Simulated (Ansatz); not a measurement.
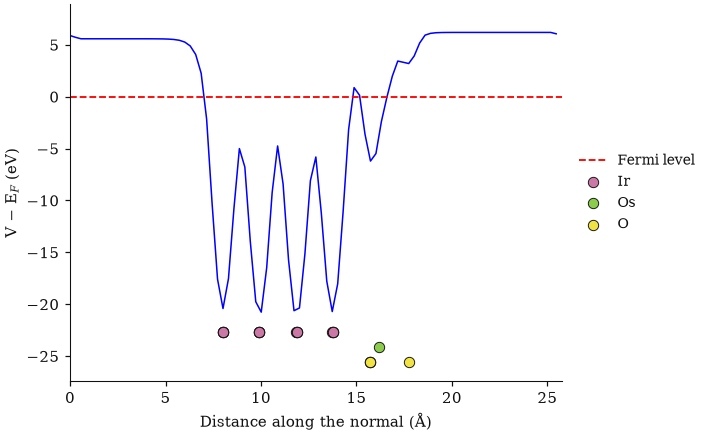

Plane-averaged electrostatic potential energy of an electron across the slab; circles at the bottom mark the heights of the atoms.

Calculation on a (100) slab cut from Ir (Fm-3m), of composition Ir16OsO4 (not the bulk's), ended by Ir planes, 21 atoms in the cell, the whole at its places in the relaxed adsorbed structure.

Ansatz; DFT PBE+D3(BJ), scalar-relativistic, plane waves, PAW, no spin polarisation, 4×4×1 k mesh, 420 eV cutoff, Gaussian smearing of 0.1 eV.

**What is the work function?**

The work function is 6.20 eV at the right face and 5.58 eV at the left.

**How thick are slab and vacuum?**

The outermost atoms are 9.8 Å apart, which leaves 16.0 Å of vacuum in a cell 25.7 Å high.

**Do the two faces differ, and what does that say about the slab's dipole?**

The vacuum level is 0.61 eV higher at the right than at the left, so the slab carries a dipole along its normal; the ramp in the vacuum, at or near the edge of the plot, is the dipole correction that keeps each side flat.

The atoms aren't at rest in this cell (largest force 0.8 eV/Å), so the relaxed material can differ. Spin-orbit coupling is left out, which matters for Ir and Os.
